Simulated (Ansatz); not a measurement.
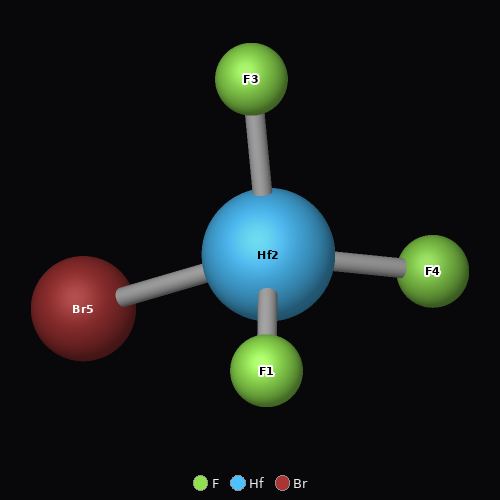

The system is BrF3Hf, SMILES [F][Hf]([F])([F])[Br]; the picture shows the reference structure. Coordinates scanned: (1) bond length F1–Hf2; (2) bond length Hf2–F3. Nothing is relaxed (all other coordinates rigid). Grid: 11 × 11 points. Points are written as (first, second). All energies are given in kJ/mol relative to the lowest grid point. The reference is spin-restricted, which grows unreliable where a bond is stretched far. Theory: RKS PBE0-D4/def2-TZVP in Ansatz.

Its coordinates:

```yaml
atoms:
  - { symbol: F, position_ang: [-0.6714, -0.5081, 1.7103] }
  - { symbol: Hf, position_ang: [0.0160, -0.0842, 0.0021] }
  - { symbol: F, position_ang: [1.8247, -0.6258, -0.0734] }
  - { symbol: F, position_ang: [-0.9586, -1.0482, -1.2982] }
  - { symbol: Br, position_ang: [-0.1702, 2.3684, -0.4206] }
```

Range: bond length F1–Hf2 from 1.549 to 2.834 Å; bond length Hf2–F3 from 1.625 to 2.645 Å.

**What landscape does the calculation give?**

The lowest grid point is at (1.935 Å, 1.931 Å). No other kind of well shows on this grid. The highest grid point, (2.834 Å, 2.645 Å), lies 634 kJ/mol above the lowest. Round the minimum the two coordinates are weakly coupled (coupling 0.05 in units of the two stiffnesses).

```
bond length Hf2–F3 ↓, bond length F1–Hf2 →  1.549  1.678  1.806  1.935  2.063  2.192  2.320  2.449  2.577  2.706  2.834
                                     2.645    515    329    264    265    300    353    411    471    529    583    634
                                     2.543    477    290    224    224    259    310    368    428    485    539    589
                                     2.441    437    249    182    181    215    266    324    382    439    493    542
                                     2.339    397    207    139    137    170    221    278    336    392    445    494
                                     2.237    358    166     97     94    126    176    232    290    345    398    446
                                     2.135    322    129     58     54     85    134    189    246    300    353    401
                                     2.033    294     99     26     20     50     98    152    209    262    314    362
                                     1.931    280     82      7      0     29     75    128    184    237    288    335
                                     1.829    290     89     12      3     29     75    127    181    233    284    331
                                     1.727    340    135     55     43     68    111    162    216    267    317    363
                                     1.625    452    243    159    145    167    209    258    311    361    409    455
```

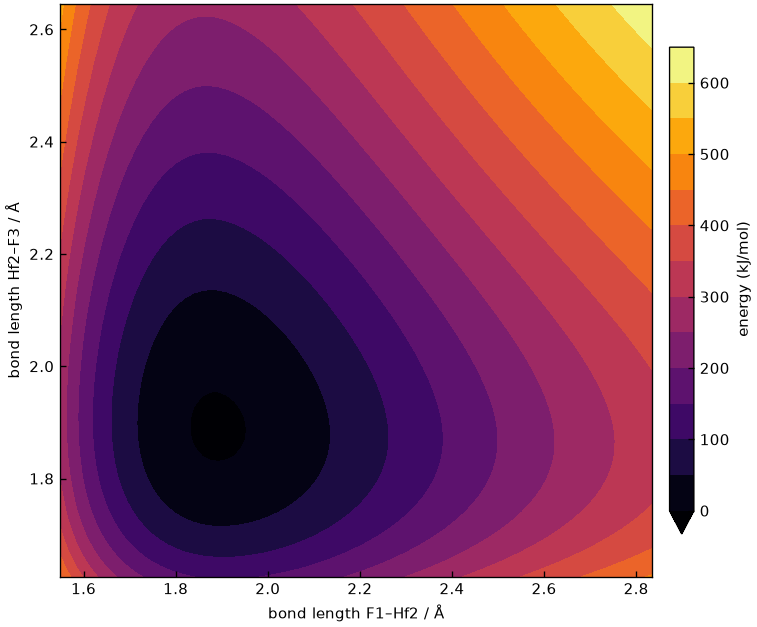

In the figure: filled contours. Between grid points the surface is interpolated.

Each point was launched as `ansatz run input.yaml --threads 1 --pin off --max-ram 2560MiB --backend cpu --events-out ev --progress --plain --runs-dir out`. Time for the 121 points that were run: 24 min on 1 thread of Arm Neoverse V2 (shared host).
